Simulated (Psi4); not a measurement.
**PBE0/def2-QZVP (density fitting, core potential, sweep point 5) run of SnCl2F2 (SMILES [F][Sn]([F])([Cl])[Cl])**

What is the vertical ionisation energy of SnCl2F2 at PBE0/def2-QZVP (density fitting, core potential, sweep point 5)? 

The calculation is run with Psi4 1.11.

### Step 1. The molecule

SnCl2F2: 5 atoms, total charge 0, spin state singlet. As SMILES, `[F][Sn]([F])([Cl])[Cl]`. Geometry: relaxed at PBE0-D4/def2-TZVP.

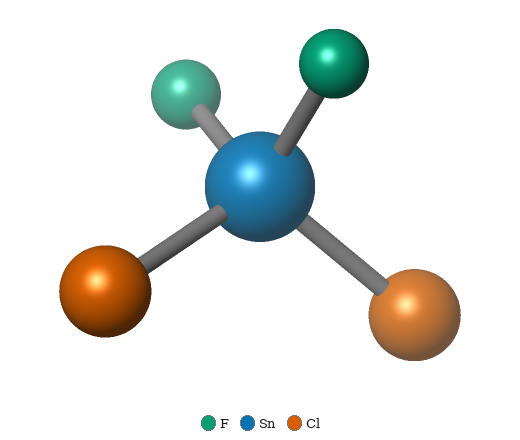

Viewed from a chosen angle; fluorine teal, tin blue, chlorine orange.

### Step 2. A single-point energy at PBE0/def2-QZVP (density fitting, core potential, sweep point 5)

File cl2f2sn.in:

```
memory 1600 mb

molecule geom {
  0 1
  F     -0.25700275    -0.60187777     3.53662244
  Sn     0.05971535    -0.06916398     0.02570028
  F      2.85159672    -2.04128216    -0.98851574
  Cl    -3.47274970    -1.49855282    -1.94641791
  Cl     0.91273772     4.07179288    -0.70562373
  units bohr
  symmetry c1
}

set basis def2-QZVP
set reference rks
set puream true
set scf_type df
set dft_radial_points 99
set dft_spherical_points 590

energy_value, wavefunction = energy('pbe0', return_wfn=True)
print_variables()
```

Command:

```console
$ psi4 -n 1 cl2f2sn.in cl2f2sn.out
```

cl2f2sn.out:

```text
[...]
    !!!  WARNING: ECP capability is in beta. Please check occupations closely.  !!!
[...]
  Running in c1 symmetry.
[...]
  Nuclear repulsion =  435.160609086283159
[...]
  Multiplicity = 1
[...]
  Nalpha       = 37
  Nbeta        = 37
[...]
    Number of basis functions: 336
[...]
   @DF-RKS iter   1: -1333.84251562503550   -1.21491e+00   2.99748e-03 DIIS/ADIIS
[...]
   @DF-RKS iter   9: -1334.21456868032556   -9.80581e-08   3.24624e-07 DIIS
[...]
    Orbital Energies [Eh]
    ---------------------
    Doubly Occupied:
       1A   -101.750275     2A   -101.750267     3A    -24.769922
       4A    -24.769893     5A     -9.572223     6A     -9.572218
       7A     -7.305452     8A     -7.305447     9A     -7.299214
      10A     -7.299209    11A     -7.299176    12A     -7.299171
      13A     -5.241146    14A     -3.575511    15A     -3.574614
      16A     -3.574083    17A     -1.235385    18A     -1.225907
      19A     -1.146937    20A     -1.138840    21A     -1.138530
      22A     -1.127698    23A     -1.103842    24A     -0.881735
      25A     -0.867216    26A     -0.578823    27A     -0.484950
      28A     -0.474878    29A     -0.472112    30A     -0.444249
      31A     -0.439173    32A     -0.437814    33A     -0.417648
      34A     -0.386866    35A     -0.385493    36A     -0.379484
[...]
  @DF-RKS Final Energy: -1334.21456868032556
   => Energetics <=
    Nuclear Repulsion Energy =            435.1606090862831593
    One-Electron Energy =               -2793.6679324336391801
    Two-Electron Energy =                1096.3486955976525223
    DFT Exchange-Correlation Energy =     -72.0559409306222562
    Empirical Dispersion Energy =           0.0000000000000000
    VV10 Nonlocal Energy =                  0.0000000000000000
    Total Energy =                      -1334.2145686803255558
[...]
 Multipole Moments:
 ------------------------------------------------------------------------------------
     Multipole            Electronic (a.u.)      Nuclear  (a.u.)        Total (a.u.)
 ------------------------------------------------------------------------------------
 L = 1.  Multiply by 2.5417464519 to convert [e a0] to [Debye]
 Dipole X            :          7.7774938           -8.1149821           -0.3374882
 Dipole Y            :         -7.8706714            8.2122981            0.3416267
 Dipole Z            :          7.8492775           -8.1894411           -0.3401636
 Magnitude           :                                                    0.5884882
[...]
```

Run time: 83 s. Hardware: 1 thread of AMD EPYC 7R43 (Zen 3), shared host; peak memory 1.3 GiB.

### Step 3. The doublet cation, same level

File calc.in:

```
memory 1600 MB

molecule m {
  1 2
  F     -0.25700275    -0.60187777     3.53662244
  Sn     0.05971535    -0.06916398     0.02570028
  F      2.85159672    -2.04128216    -0.98851574
  Cl    -3.47274970    -1.49855282    -1.94641791
  Cl     0.91273772     4.07179288    -0.70562373
  units au
  symmetry c1
}

set globals {
  reference uks
  puream true
  scf_type df
  dft_radial_points 99
  dft_spherical_points 590
  maxiter 100
}

result, w = energy('pbe0/def2-QZVP', return_wfn=True)
```

Command:

```console
$ psi4 calc.in calc.out -n 1
```

calc.out:

```text
[...]
    !!!  WARNING: ECP capability is in beta. Please check occupations closely.  !!!
[...]
  Running in c1 symmetry.
[...]
  Nuclear repulsion =  435.160609086283159
[...]
  Multiplicity = 2
[...]
  Nalpha       = 37
  Nbeta        = 36
[...]
    Number of basis functions: 336
[...]
   @DF-UKS iter   1: -1333.38359119650158   -7.55982e-01   2.92775e-03 DIIS/ADIIS
[...]
   @DF-UKS iter  13: -1333.76028991499743   -8.81867e-07   7.78208e-07 DIIS
[...]
   @S^2 Observed:                7.597681278E-01
[...]
    Orbital Energies [Eh]
    ---------------------
    Alpha Occupied:
       1A   -102.025382     2A   -102.025289     3A    -24.953841
       4A    -24.953529     5A     -9.844299     6A     -9.844211
       7A     -7.581613     8A     -7.581517     9A     -7.573743
      10A     -7.573657    11A     -7.568210    12A     -7.568124
      13A     -5.452799    14A     -3.788721    15A     -3.786263
      16A     -3.784018    17A     -1.424419    18A     -1.412658
      19A     -1.361568    20A     -1.350046    21A     -1.349796
      22A     -1.332568    23A     -1.302885    24A     -1.142744
      25A     -1.130087    26A     -0.789191    27A     -0.689139
      28A     -0.687554    29A     -0.669290    30A     -0.652975
      31A     -0.646666    32A     -0.627787    33A     -0.621376
      34A     -0.620991    35A     -0.619558    36A     -0.616245
[...]
  @DF-UKS Final Energy: -1333.76028991499743
   => Energetics <=
    Nuclear Repulsion Energy =            435.1606090862831593
    One-Electron Energy =               -2776.8854518235775686
    Two-Electron Energy =                1079.7460240879756839
    DFT Exchange-Correlation Energy =     -71.7814712656789595
    Empirical Dispersion Energy =           0.0000000000000000
    VV10 Nonlocal Energy =                  0.0000000000000000
    Total Energy =                      -1333.7602899149974292
[...]
 Multipole Moments:
 ------------------------------------------------------------------------------------
     Multipole            Electronic (a.u.)      Nuclear  (a.u.)        Total (a.u.)
 ------------------------------------------------------------------------------------
 L = 1.  Multiply by 2.5417464519 to convert [e a0] to [Debye]
 Dipole X            :          7.0660079           -8.1149821           -1.0489742
 Dipole Y            :         -7.1509937            8.2122981            1.0613045
 Dipole Z            :          7.1345244           -8.1894411           -1.0549167
 Magnitude           :                                                    1.8274472
[...]
```

Run time: 2.7 min. Hardware: 1 thread of AMD EPYC 7R43 (Zen 3), shared host; peak memory 1.3 GiB.

### Step 4. Summary of results

At PBE0/def2-QZVP (density fitting, core potential, sweep point 5):

```
                                          quantity           value
                     singlet SnCl2F2: total energy  -1334.21457 Eh
                    singlet SnCl2F2: dipole moment          1.50 D
                      singlet SnCl2F2: HOMO energy       -10.23 eV
                      singlet SnCl2F2: LUMO energy        -3.29 eV
                    singlet SnCl2F2: HOMO–LUMO gap         6.94 eV
                      doublet cation: total energy  -1333.76029 Eh
doublet cation: HOMO energy (highest over α and β)       -15.93 eV
 doublet cation: LUMO energy (lowest over α and β)       -14.49 eV
                              doublet cation: ⟨S²⟩           0.760
vertical ionisation energy (to the doublet cation)       12.362 eV
```

Removing an electron at fixed nuclei costs 12.36 eV (1193 kJ/mol). −ε(HOMO) before ionisation, 10.23 eV, is 2.13 eV below this ionisation energy.
